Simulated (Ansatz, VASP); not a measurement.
# Cross-check of MoS2 between VASP and Ansatz

One calculation is typed for both programs; each brings its own data sets and cutoff. How far apart do they land?

Program: Ansatz 0.2.0. Level of theory: plane waves, with VASP 6.6.1 beside it; single point at LDA. Results are calculated unless marked as measured.

## 1. Set-up

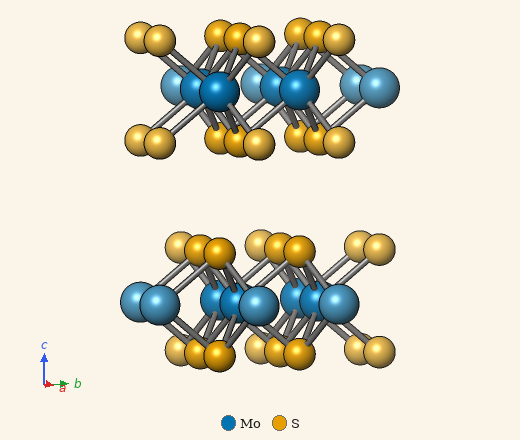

Start, viewed from the side, with the c axis up; molybdenum blue, sulfur orange. 2×2×1 cells are drawn. Some periodic images of atoms are drawn too.

## 2. Ansatz: single point, LDA

Ansatz runs on its default PAW (the set named soft_2) files.

With cell and atoms fixed, the geometry can't cause a difference; cores, projectors, grids and the points listed under the comparison can.

File input.yaml:

```yaml
crystal:
  lattice:
    - [3.184541456, 0.0, 0.0]
    - [-1.592270728, 2.7578938003, 0.0]
    - [0.0, 0.0, 21.67053472]
  atoms:
    - { symbol: Mo, position: [0.3333333333, 0.6666666667, 0.851152805] }
    - { symbol: Mo, position: [0.6666666667, 0.3333333333, 0.148847195] }
    - { symbol: S, position: [0.6666666667, 0.3333333333, 0.7795312973] }
    - { symbol: S, position: [0.3333333333, 0.6666666667, 0.0771826955] }
    - { symbol: S, position: [0.6666666667, 0.3333333333, 0.9228173045] }
    - { symbol: S, position: [0.3333333333, 0.6666666667, 0.2204687027] }
hamiltonian:
  xc: lda
  pseudopotentials: { kind: paw }
kpoints:
  mp_grid: { grid: [8, 8, 1] }
scf:
  occupations: { method: gaussian, width: 0.01 }
  n_extra_bands: 5
output:
  forces: true
  stress: true
  eigenvalues: true
```

The run is started by

```bash
> ansatz run input.yaml --threads 4 --pin off --max-ram 9216MiB --backend cpu --events-out ev --progress --plain --runs-dir out
```

Numbers of over 12 decimals in the logs are rounded to 6 here.

What it wrote:

```text
scf.n_extra_bands = 5 over 26 filled bands (N_el = 52.0): the run solves 31 bands
Engine: ansatz 0.2.0, aarch64-unknown-linux-gnu
Pseudopotentials: kind: paw
Pseudopotential: Mo, paw, valence charge 14, recommended cutoff 420 eV (normal), Mo.paw.azcp
Pseudopotential: S, paw, valence charge 6, recommended cutoff 420 eV (normal), S.paw.azcp
Functional definition: SPW92
  exchange = slater_x
  correlation = pw_c
Crystal: 6 atoms, lattice volume = 190.324 Å³
Basis set: ecut = 420 eV, 3721 PW (Γ)
Bands: 31, of which v1, the nominal top of the filled ones, is band 26 counted from 1 (25 counted from 0)
Symmetry: 12 space group operations
Space group: P-3m1 (ITA 164), of the structure as read, at distance tolerance 5.8e-5 Å
k-points: 10 of 64
Non-local potential: Mo, projectors of the file, l = 0: 3, l = 1: 2, l = 2: 2, l = 3: 1
Non-local potential: S, projectors of the file, l = 0: 2, l = 1: 2, l = 2: 2
PAW form: soft (Blöchl's): semilocal exchange-correlation on the pseudo side does not see the compensation charge
PAW frozen core: Mo, regenerated for the run's functional, and the local potential with it (the file was generated under x = pbe(κ = 0.804, μ = 0.219515), c = pbe(β = 0.066725))
PAW frozen core: S, regenerated for the run's functional, and the local potential with it (the file was generated under x = pbe(κ = 0.804, μ = 0.219515), c = pbe(β = 0.066725))
PAW one-centre angular grid: Mo, 590 points (default); XC on 64 Gauss nodes
PAW one-centre angular grid: S, 110 points (default); XC on 64 Gauss nodes
Initial density: superposition of atomic densities (neutral atoms: chi_scale 0, normalization atom), corrected by the library's trained network
Initial wavefunctions: pseudopotential atomic-orbital guess
Functional: x = slater, c = lda
SCF iter   1: F=—  HF=-13169.553924 eV  |F-HF|=—  |Δ(HF+E_count)|=         —  Δρ=6.20e-3  dr2=1.04e-1  ethr=1.77e-3  ⟨swp⟩=9.9  Hψ=1674  notcnv=0
preconditioner: auto → none  [insulator: Δε(μ)=1.362 eV  Ē_g=7.497 eV  σ=0.010 eV  W_gap=1.00  n_scr=14 (ndim 8)  ℏωp=16.1 eV  f_vac=0.413  D(μ)=0.00/eV (n_scr^D=0)  ε∞_Penn≈5.6]
SCF iter   2: F=—  HF=-13169.658030 eV  |F-HF|=—  |Δ(HF+E_count)|=   1.04e-1  Δρ=8.85e-3  dr2=1.10e0  ethr=2.01e-4  ⟨swp⟩=4.7  Hψ=825  notcnv=0  defer=10  recentre
SCF iter   3: F=—  HF=-13169.549097 eV  |F-HF|=—  |Δ(HF+E_count)|=   1.09e-1  Δρ=4.20e-3  dr2=4.42e-2  ethr=2.01e-4  ⟨swp⟩=4.5  Hψ=746  notcnv=0  defer=8
SCF iter   4: F=—  HF=-13169.547886 eV  |F-HF|=—  |Δ(HF+E_count)|=   1.21e-3  Δρ=2.65e-3  dr2=1.07e-2  ethr=8.50e-5  ⟨swp⟩=2.2  Hψ=427  notcnv=0  defer=9
SCF iter   5: F=—  HF=-13169.548049 eV  |F-HF|=—  |Δ(HF+E_count)|=   1.63e-4  Δρ=8.50e-4  dr2=4.31e-4  ethr=2.06e-5  ⟨swp⟩=2.4  Hψ=442  notcnv=0  defer=9
SCF iter   6: F=—  HF=-13169.548245 eV  |F-HF|=—  |Δ(HF+E_count)|=   1.96e-4  Δρ=1.19e-4  dr2=5.55e-5  ethr=8.29e-7  ⟨swp⟩=2.0  Hψ=460  notcnv=0  defer=9
SCF iter   7: F=—  HF=-13169.548135 eV  |F-HF|=—  |Δ(HF+E_count)|=   1.11e-4  Δρ=4.48e-5  dr2=1.93e-6  ethr=1.07e-7  ⟨swp⟩=2.2  Hψ=433  notcnv=0  defer=9
SCF iter   8: F=-13169.548135 eV  HF=-13169.548135 eV  |F-HF|=4.88e-8  |Δ(HF+E_count)|=   4.07e-7  Δρ=6.72e-6  dr2=8.36e-8  ethr=1.92e-10  ⟨swp⟩=9.8  Hψ=1749  notcnv=0
SCF 1 converged in 8 iterations: F = -13169.548135 eV  dr2 = 8.36e-8
  greatest PAW one-centre occupation: 0.999 electrons in one spin orbital (limit 2), on the Mo atom at site 1 (counted from 0), in its partial waves of l = 0
SCF converged after 8 iterations
Free energy (F): -13169.548135 eV
Harris-Foulkes:  -13169.548135 eV  (|F-HF|=4.88e-8)
Internal energy: -13169.548135 eV  (E = F + TS)
E sigma→0 (E₀):  -13169.548135 eV
Fermi energy:    4.013672 eV
--- Per-component energies (eV) ---
  E_band       = -689.337026
  E_kinetic    = 1311.978551
  E_local      = -24652.219659  (includes V_loc(G=0)·N_el)
  E_nonlocal   = 412.216910
  E_hartree    = 11681.837855
  E_xc         = -750.578439
  E_vxc        = -809.176980  (∫ρ·V_xc dr)
  E_paw        = -8453.287529  (= ΣΔE_a)
  E_vpaw       = -315.815955  (= ΣTr[D̂ρ^β])
  E_aug_tail   = 0.000057  (compensation charges beyond the density's cutoff)
  E_ewald      = 7278.945697
  E_core_change = 1.558423  (= ΣΔE_core)
  E_smearing   = -0.000000  (= −TS)
  E_closure    = -0.000000  (closes the sum)
  Σ components = -13169.548135   (vs F -13169.548135, Δ=0.00e0)
--- Forces (eV/Å), atoms counted from 1 ---
  atom   1  Mo    -0.00000000    -0.00000000     0.00482271
  atom   2  Mo     0.00000000     0.00000000    -0.00482271
  atom   3  S      0.00000000    -0.00000000     0.41320899
  atom   4  S     -0.00000000     0.00000000     0.32953410
  atom   5  S      0.00000000    -0.00000000    -0.32953410
  atom   6  S      0.00000000     0.00000000    -0.41320899
  max |Σ_I F_I| component: 6.94e-18 eV/Å
--- Stress (GPa, compression-positive) ---
       -3.883303      -0.000000       0.000000
        0.000000      -3.883303       0.000000
        0.000000       0.000000      -2.426214
  P = ⅓ Tr σ = -3.3976 GPa (-33.976 kbar)
--- Band table (eV; the first three rows and the last of 10) ---
  k-point 0: bands = [... 22 lower, 1.3911, 1.5950, 2.7883, 3.3051, 5.6774, 5.6774, 5.6848, 5.6848, ... 1 higher]
  k-point 1: bands = [... 22 lower, 1.6942, 2.0781, 2.7057, 3.0306, 5.3822, 5.4561, 5.4594, 5.6072, ... 1 higher]
  k-point 2: bands = [... 22 lower, 1.5059, 1.8030, 2.1932, 2.2447, 4.9473, 5.2630, 5.2884, 5.3219, ... 1 higher]
  k-point 9: bands = [... 22 lower, 0.9068, 1.0323, 2.7232, 2.7785, 4.7223, 4.7358, 5.8841, 6.2166, ... 1 higher]
```

Wall time 1.3 s (4 threads of Arm Neoverse V1, shared host); peak memory 0.5 GiB; 4.5 s of CPU time.

## 3. VASP: single point, LDA

The same cell, functional (in two slightly different forms), mesh and smearing now go to VASP, with its own data sets and cutoff.

Lines of VASP's logs that name or quote its potential files are left out, and so is its time.

File INCAR:

```
SYSTEM = MoS2
PREC = Accurate
ENCUT = 400
EDIFF = 1E-07
NELM = 100
ISMEAR = 0
SIGMA = 0.01
LREAL = .FALSE.
ALGO = Normal
GGA = CA
NBANDS = 32
LASPH = .TRUE.
LORBIT = 11
LWAVE = .FALSE.
LCHARG = .FALSE.
KPAR = 2
```

File POSCAR:

```
MoS2
1.0
    3.1845414560      0.0000000000      0.0000000000
   -1.5922707280      2.7578938003      0.0000000000
    0.0000000000      0.0000000000     21.6705347200
Mo S
2 4
Direct
    0.3333333333      0.6666666667      0.8511528050
    0.6666666667      0.3333333333      0.1488471950
    0.6666666667      0.3333333333      0.7795312973
    0.3333333333      0.6666666667      0.0771826955
    0.6666666667      0.3333333333      0.9228173045
    0.3333333333      0.6666666667      0.2204687027
```

File KPOINTS:

```
Automatic mesh
0
Gamma
8 8 1
0 0 0
```

Potentials, in the order of the species: Mo_sv and S (PBE family, release 64).

The run is started by

```bash
> mpirun -np 2 vasp_std
```

What it wrote:

```text
[banner, memory and clock lines left out]
running    2 mpi-ranks, on    1 nodes
 distrk:  each k-point on    1 cores,    2 groups
 distr:  one band on    1 cores,    1 groups

 POSCAR found type information on POSCAR MoS
 POSCAR found :  2 types and       6 ions
|                                                                             |
|               ----> ADVICE to this user running VASP <----                  |
|                                                                             |
|     You enforced a specific xc type in the INCAR file but a different       |
|     [... a line on the potential file left out ...]
|     I HOPE YOU KNOW WHAT YOU ARE DOING!                                     |
|                                                                             |

 LDA part: xc-table for (Slater(with rela. corr.)+CA(PZ))
 , standard interpolation
 POSCAR, INCAR and KPOINTS ok, starting setup
 FFT: planning ... GRIDC
 FFT: planning ... GRID_SOFT
 FFT: planning ... GRID
 WAVECAR not read
 entering main loop
       N       E                     dE             d eps       ncg     rms          rms(c)
DAV:   1     0.374340148408E+03    0.37434E+03   -0.25637E+04   784   0.116E+03
DAV:   2    -0.274208927076E+02   -0.40176E+03   -0.39240E+03   832   0.317E+02
DAV:   3    -0.513029935441E+02   -0.23882E+02   -0.23656E+02   808   0.707E+01
DAV:   4    -0.520839675015E+02   -0.78097E+00   -0.77717E+00   848   0.126E+01
DAV:   5    -0.521081255361E+02   -0.24158E-01   -0.24123E-01   800   0.216E+00    0.352E+01
DAV:   6    -0.497365018295E+02    0.23716E+01   -0.21043E+01   712   0.249E+01    0.119E+01
DAV:   7    -0.493190351269E+02    0.41747E+00   -0.92058E+00   720   0.163E+01    0.828E+00
DAV:   8    -0.488969944030E+02    0.42204E+00   -0.15436E+00   856   0.701E+00    0.281E+00
DAV:   9    -0.489023225239E+02   -0.53281E-02   -0.19683E-01   856   0.209E+00    0.132E+00
DAV:  10    -0.488914785532E+02    0.10844E-01   -0.63376E-02   800   0.148E+00    0.319E-01
DAV:  11    -0.488911564740E+02    0.32208E-03   -0.31384E-03   792   0.298E-01    0.177E-01
DAV:  12    -0.488909927312E+02    0.16374E-03   -0.42175E-04   800   0.936E-02    0.912E-02
DAV:  13    -0.488909666189E+02    0.26112E-04   -0.37726E-04   784   0.933E-02    0.186E-02
DAV:  14    -0.488910284078E+02   -0.61789E-04   -0.37556E-05   776   0.280E-02    0.143E-02
DAV:  15    -0.488911460712E+02   -0.11766E-03   -0.58303E-05   688   0.212E-02    0.187E-02
DAV:  16    -0.488912644319E+02   -0.11836E-03   -0.23006E-05   664   0.139E-02    0.687E-03
DAV:  17    -0.488913827104E+02   -0.11828E-03   -0.57338E-06   648   0.729E-03    0.698E-03
DAV:  18    -0.488914809199E+02   -0.98209E-04   -0.58171E-06   736   0.980E-03    0.349E-03
DAV:  19    -0.488915093082E+02   -0.28388E-04   -0.13532E-06   672   0.326E-03    0.370E-03
DAV:  20    -0.488915170859E+02   -0.77777E-05   -0.40287E-07   640   0.271E-03    0.133E-03
DAV:  21    -0.488915190598E+02   -0.19738E-05   -0.11302E-07   488   0.138E-03    0.423E-04
DAV:  22    -0.488915195368E+02   -0.47704E-06   -0.19629E-08   488   0.694E-04    0.167E-04
DAV:  23    -0.488915196865E+02   -0.14965E-06   -0.70568E-09   440   0.257E-04    0.897E-05
DAV:  24    -0.488915197102E+02   -0.23752E-07   -0.16847E-09   440   0.144E-04
   1 F= -.48891520E+02 E0= -.48891520E+02  d E =-.109993E-35
```

Parts of OUTCAR (step 3):

```text
ion  position               nearest neighbor table
   1  0.333  0.667  0.851-   3 2.41   3 2.41   3 2.41   5 2.41   5 2.41   5 2.41
   2  0.667  0.333  0.149-   6 2.41   6 2.41   6 2.41   4 2.41   4 2.41   4 2.41
   3  0.667  0.333  0.780-   1 2.41   1 2.41   1 2.41
   4  0.333  0.667  0.077-   2 2.41   2 2.41   2 2.41
   5  0.667  0.333  0.923-   1 2.41   1 2.41   1 2.41
   6  0.333  0.667  0.220-   2 2.41   2 2.41   2 2.41

  LATTYP: Found a hexagonal cell.
 ALAT       =     3.1845414560
 C/A-ratio  =     6.8049152506

 Subroutine GETGRP returns: Found 12 space group operations
 (whereof 12 operations were pure point group operations)

The static configuration has the point symmetry D_3d.

 Found     10 irreducible k-points:

   k-points           NKPTS =     10   k-points in BZ     NKDIM =     10   number of bands    NBANDS=     32

   dimension x,y,z NGX =    24 NGY =   24 NGZ =  144
   dimension x,y,z NGXF=    48 NGYF=   48 NGZF=  288

   ENCUT  =  400.0 eV  29.40 Ry    5.42 a.u.   5.19  5.19 35.34*2*pi/ulx,y,z

   NELECT =      52.0000    total number of electrons

 k-points in reciprocal lattice and weights: Automatic mesh
   0.00000000  0.00000000  0.00000000       0.016
   0.12500000  0.00000000  0.00000000       0.094
   0.25000000  0.00000000  0.00000000       0.094
   0.37500000  0.00000000  0.00000000       0.094
   0.50000000  0.00000000  0.00000000       0.047
   0.12500000  0.12500000  0.00000000       0.094
   0.25000000  0.12500000  0.00000000       0.188
   0.37500000  0.12500000  0.00000000       0.188
   0.25000000  0.25000000  0.00000000       0.094
   0.37500000  0.25000000  0.00000000       0.094

 average (electrostatic) potential at core
       1 -80.1038       2 -80.1038       3 -90.0162       4 -90.0274       5 -90.0274
       6 -90.0162

 E-fermi :   1.4889

 k-point     1 :       0.0000    0.0000    0.0000
  band No.  band energies     occupation
    ...
     22      -0.5061      2.00000
     23      -0.5061      2.00000
     24      -0.3079      2.00000
     25       0.8866      2.00000
     26       1.4032      2.00000
     27       3.7900      0.00000
     28       3.7900      0.00000
     29       3.7976      0.00000
     30       3.7976      0.00000
     31       4.0589      0.00000
    ...

 k-point     2 :       0.1250    0.0000    0.0000
  band No.  band energies     occupation
    ...
     22      -0.8449      2.00000
     23      -0.2044      2.00000
     24       0.1771      2.00000
     25       0.8038      2.00000
     26       1.1283      2.00000
     27       3.4936      0.00000
     28       3.5714      0.00000
     29       3.5739      0.00000
     30       3.7208      0.00000
     31       3.8020      0.00000
    ...

 k-point     3 :       0.2500    0.0000    0.0000
  band No.  band energies     occupation
    ...
     22      -0.7872      2.00000
     23      -0.3977      2.00000
     24      -0.1025      2.00000
     25       0.2914      2.00000
     26       0.3426      2.00000
     27       3.0572      0.00000
     28       3.3723      0.00000
     29       3.3992      0.00000
     30       3.4313      0.00000
     31       3.8354      0.00000
    ...

  Total       -4.4244410     -4.4244410     -2.6582395     -0.0000000      0.0000000      0.0000000
  in kB      -37.2455952    -37.2455952    -22.3774509     -0.0000000      0.0000000      0.0000000
  external PRESSURE =     -32.2895471 kB  Pullay stress =       0.0000000 kB

  energy-cutoff  :      400.00
  volume of cell :      190.32
      direct lattice vectors                 reciprocal lattice vectors
     3.184541456  0.000000000  0.000000000     0.314016952  0.181297771  0.000000000
    -1.592270728  2.757893800  0.000000000     0.000000000  0.362595543  0.000000000
     0.000000000  0.000000000 21.670534720     0.000000000  0.000000000  0.046145608

 POSITION                                       TOTAL-FORCE (eV/Angst)
 -----------------------------------------------------------------------------------
     -0.00000      1.83860     18.44494        -0.000000      0.000000      0.004210
      1.59227      0.91930      3.22560         0.000000      0.000000     -0.004210
      1.59227      0.91930     16.89286        -0.000000     -0.000000      0.347199
     -0.00000      1.83860      1.67259        -0.000000      0.000000      0.263576
      1.59227      0.91930     19.99794         0.000000     -0.000000     -0.263576
     -0.00000      1.83860      4.77767        -0.000000      0.000000     -0.347199
 -----------------------------------------------------------------------------------
    total drift:                                0.000000     -0.000000      0.000000

  FREE ENERGIE OF THE ION-ELECTRON SYSTEM (eV)
  ---------------------------------------------------
  free  energy   TOTEN  =       -48.8915197102 eV

  energy  without entropy=      -48.8915197102  energy(sigma->0) =      -48.89151971

 total charge
# of ion       s       p       d       tot
------------------------------------------
    1        2.294   6.220   3.973  12.487
    2        2.294   6.220   3.973  12.487
    3        1.352   2.311   0.000   3.663
    4        1.353   2.307   0.000   3.660
    5        1.353   2.307   0.000   3.660
    6        1.352   2.311   0.000   3.663
--------------------------------------------------
tot          9.998  21.675   7.945  39.619

[... 3 further parts left out ...]
```

The run ends at a pressure of -3.23 GPa, with forces up to 0.35 eV/Å.

## 4. Differences

Known differences besides the PAW data sets themselves: the two LDA forms differ slightly; the cutoff is 420 eV in Ansatz and 400 eV in VASP; Ansatz makes its cores anew for this functional, VASP keeps those of its PBE data sets. Total energies have different zeros and are not compared.

The two programs side by side:

```csv
quantity,Ansatz,VASP,difference
pressure (GPa),-3.40,-3.23,-0.17
gap on the k mesh (eV),1.417,1.428,-0.011
```

Forces (eV/Å; atoms numbered as in POSCAR):

```
atom        Ansatz x, y, z          VASP x, y, z
 Mo1   0.000, 0.000, 0.005   0.000, 0.000, 0.004
 Mo2  0.000, 0.000, -0.005  0.000, 0.000, -0.004
  S3   0.000, 0.000, 0.413   0.000, 0.000, 0.347
  S4   0.000, 0.000, 0.330   0.000, 0.000, 0.264
  S5  0.000, 0.000, -0.330  0.000, 0.000, -0.264
  S6  0.000, 0.000, -0.413  0.000, 0.000, -0.347
```

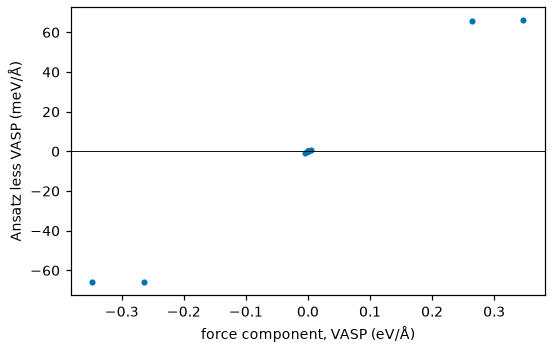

Difference of the force components against their size.

The forces differ by 31 meV/Å r.m.s., which is 21.4 % of the r.m.s. force of 0.15 eV/Å (both taken over all components).

## 5. Looking for the cause

The difference is large enough to ask for its cause, so further runs change the set-up of one program at a time, as the table lists.

| run | r.m.s. force difference (meV/Å) |
| --- | --- |
| as above | 31 |
| cores kept as stored, as VASP does, whose cores stay as stored | 23 |
| Ansatz's all-electron LAPW method | 29 |
| Ansatz's larger PAW set (cutoff 640 eV) | 29 |
| norm-conserving potentials (cutoff 1088 eV) | 27 |

## 6. What came out

```yaml
r_m_s_force_difference_single_point_lda: 31 meV/Å
```

**Reading.** The r.m.s. force difference is 31 meV/Å (single point, LDA), beyond the 12 meV/Å picked in this series as the mark of a large difference. For single point, LDA: no further run halves the r.m.s. force difference; only Ansatz's side was varied, and Ansatz's runs with other potentials lie closer to each other than to VASP, which for this quantity points to VASP's side; this was not tested here. The all-electron run, which needs no data set, lies 29 meV/Å from VASP, against 31 for Ansatz's PAW result. 1 further run on this material is not shown. How closely two codes agree says nothing of how well the functional describes the real material.

[Lines on the potential files, build, host, timing and source positions are cut from VASP's logs without a mark.]

[Logs are printed without paths, hosts, clocks, repeated set-up lines and the standing remarks that a program may print on its own settings, such as how far it seeks lower states.]

[Hosts, paths, dates, database ids (printed as entryN), source tags and the programs' standing remarks are cut or masked in the printed files.]
